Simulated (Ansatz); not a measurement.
# Fields on a plane of Ti2O3 (corundum)

```
CELL_PARAMETERS angstrom
      2.49574     1.44092     4.58833
     -2.49574     1.44092     4.58833
      0.00000    -2.88183     4.58833
ATOMIC_POSITIONS crystal
  Ti 0.84570 0.84570 0.84570
  Ti 0.15430 0.15430 0.15430
  Ti 0.65430 0.65430 0.65430
  Ti 0.34570 0.34570 0.34570
  O  0.06147 0.43853 0.75000
  O  0.93853 0.56147 0.25000
  O  0.75000 0.06147 0.43853
  O  0.25000 0.93853 0.56147
  O  0.43853 0.75000 0.06147
  O  0.56147 0.25000 0.93853
```

The slice is a (-1 1 0 4) plane (indices of the conventional cell) through the point (0.250, 0.939, 0.561) (fractional), spanned by u = [1 0 -1] and v = [1 -1 1] in vectors of this cell: u (4.99 Å) and v (7.37 Å, at 90° to u). It covers one period; positions are fractions (u, v).

Atoms on it: Ti at (0.16, 0.75), 0.2 Å off the plane; Ti at (0.16, 0.25), 0.2 Å off the plane; O at (0.31, 0.50); O at (0.00, 0.00). Other atoms lie within 1 Å of the plane.

These are LDA (plane waves to 420 eV, PAW, scalar-relativistic; Ansatz, a quantum-chemistry and plane-wave program) values and carry that method's errors. k mesh 11×11×11. These are valence fields of a PAW run, semicore shells included where kept as valence: close to a nucleus they are smooth pseudo fields. Ti2O3 is run without spin polarisation and with no Hubbard U. Ti2O3 was relaxed with its symmetry unable to fall.

```
|%#+:..:-=+=-+#|
|++-::-===+=--=|
|-=++--===-:.::|
|=#@%+-=--:...:|
|+@@@#-::...:::|
|=%@%*:.   ::::|
|:=*+=:.   ::::|
|.:-=++-.  .:..|
| .=*%%+-..... |
| .=#@@#=---:. |
|..=*%%*--+=--:|
|::-=++=:-====-|
|-=++--:.:-====|
|=#@%+:....:-=-|
|+@@@#-::...:::|
|=%@%*-:::.   .|
|-+*+-::::.  .:|
|++=:...:.. .-=|
|%#+:   ....:=#|
|@%+:  ..:---+%|
```
Scale: ten equal steps from -1.22 (start of ' ') to 0.98 (end of '@'), in the order ' .:-=+*#%@'. Values: log₁₀ of the valence density in e/Å³. The map has 14 points along u (one character each, u = 0 at the left) and 20 along v (v = 0 in the bottom row). The scale is logarithmic, as a density can span decades between atoms and voids.

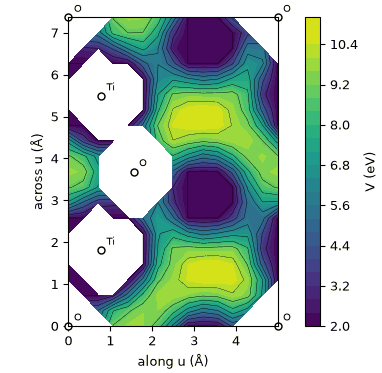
*Electrostatic potential energy of an electron, from the cell's mean, in eV, one period of the plane, atoms marked. Points within 0.8 Å of a nucleus are left white, as the pseudised field means little there. Values under 2 eV are set to 2. The zero, the cell's mean, hangs on the PAW cores.*
